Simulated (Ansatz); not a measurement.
## Electronic structure of CH4Ge in real space

The calculation's input:

```
crystal:
  periodic: [false, false, false]
  atoms:
    - { symbol: C, position_ang: [-0.0717, -0.4574, -0.4196] }
    - { symbol: Ge, position_ang: [0.7359, 0.2977, 1.1597] }
    - { symbol: H, position_ang: [-1.2484, -0.4672, -0.2798] }
    - { symbol: H, position_ang: [0.349, -1.4168, -0.6455] }
    - { symbol: H, position_ang: [0.0919, 0.2454, -1.3117] }
    - { symbol: H, position_ang: [0.1854, 1.7343, 1.4506] }
magnetization:
  spin_polarized: true
basis:
  gaussian: { orbitals: def2-SVP }
hamiltonian:
  xc: pbe
  dispersion: d4
relax:
  f_tol: 0.02
  max_steps: 40
output:
  orbitals: {}
```

Launched as:

```sh
ansatz run input.yaml --threads 1 --pin off --max-ram 2048MiB --backend cpu --events-out ev --progress --plain --runs-dir out
```

The fields are those of the relaxed geometry.

Level of theory: Ansatz, UKS PBE-D4/def2-SVP.

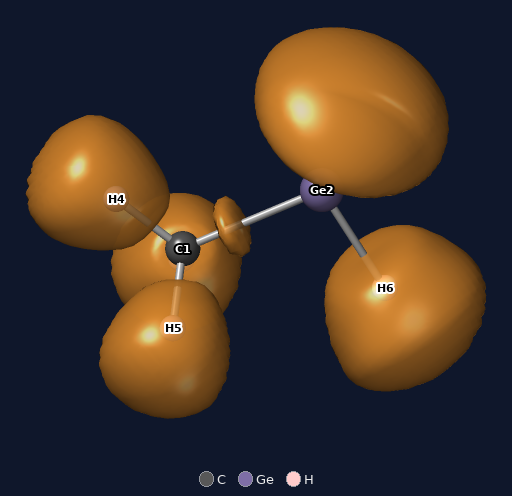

Figure 1. Isosurface of the electron localisation function at 0.85 (orange), seen at a tilt. Only the valence region is drawn (cores and ρ < 0.01 e/Å³ removed).

### Describe the localisation domains.

The surface consists of four regions around hydrogen nuclei, one lobe of the valence shell of C pointing towards Ge (polar bonds) and one lobe on Ge, pointing away from the bonds (lone pairs).


C–Ge (2.01 Å): the ELF peaks at about 0.90 in the valence shell of C, 0.7 Å from its nucleus, and is about 0.70 at the midpoint. C–H (1.11 Å): the ELF climbs to about 1 towards the hydrogen, as it does in any bond to H; a covalent bond by its length.

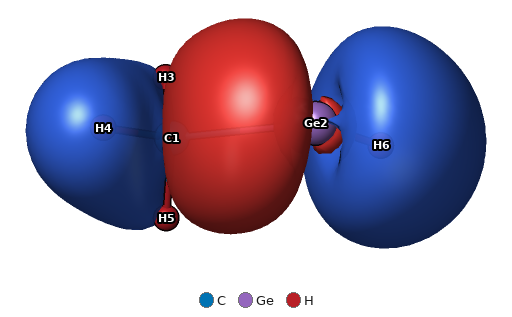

Figure 2. The HOMO−1 at ±0.08 Å⁻³ᐟ² (blue and red are the two phases), seen from one side.

### What is the character of this orbital?

It lies mainly on Ge2 (about 35 %), C1 (about 30 %), H6 (about 25 %) and H4 (about 5 %). Its energy is −7.04 eV.

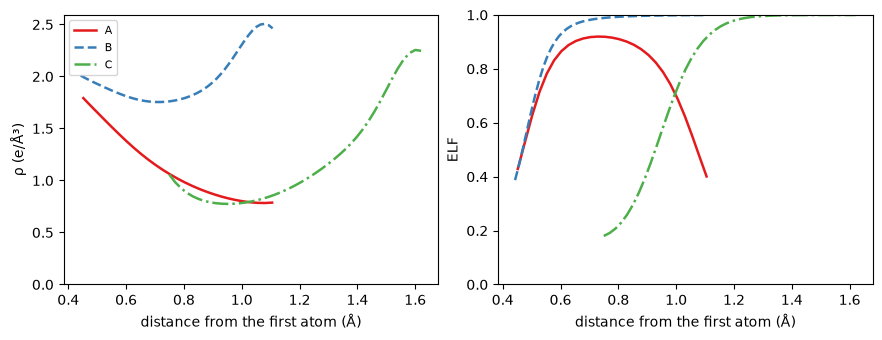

Figure 3. Total electron density and electron localisation function along straight lines between neighbouring atoms. The curves leave out the atomic cores.

### Which curve belongs to which contact (C–Ge, C–H and Ge–H)? The first atom named is at distance zero.

Curve A: C–Ge (2.01 Å): the density is about 0.8 e/Å³ at the midpoint; the ELF peaks at about 0.90 in the valence shell of C, 0.7 Å from its nucleus, and is about 0.70 at the midpoint. Curve B: C–H (1.11 Å): ρ is about 1.9 e/Å³ halfway; the ELF climbs to about 1 towards the hydrogen; an ordinary covalent bond to hydrogen. Curve C: Ge–H (1.62 Å): ρ is about 0.88 e/Å³ halfway; the ELF climbs to about 1 towards the hydrogen.

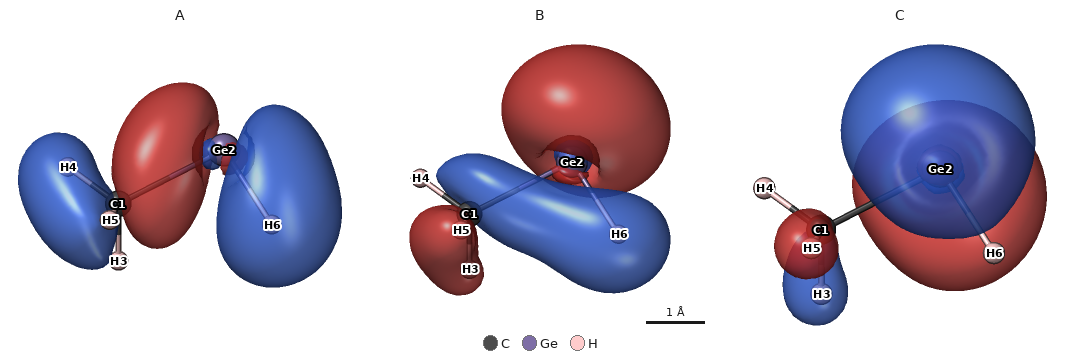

Figure 4. Three frontier orbitals at ±0.1 Å⁻³ᐟ² (blue and red are the two phases), in no order.

### Which picture is the HOMO−1, the HOMO and the LUMO?

A is the HOMO−1 (−7.04 eV). Its weight (Hirshfeld) is mainly on Ge2 (about 35 %), C1 (about 30 %), H6 (about 25 %) and H4 (about 5 %). B is the HOMO (−5.34 eV). By Hirshfeld shares it lies mainly on Ge2 (about 70 %), C1 (about 15 %) and H6 (about 15 %). C is the LUMO (−3.39 eV). It lies mainly on Ge2 (about 85 %).

### What is the HOMO–LUMO gap?

1.95 eV between the orbital energies.
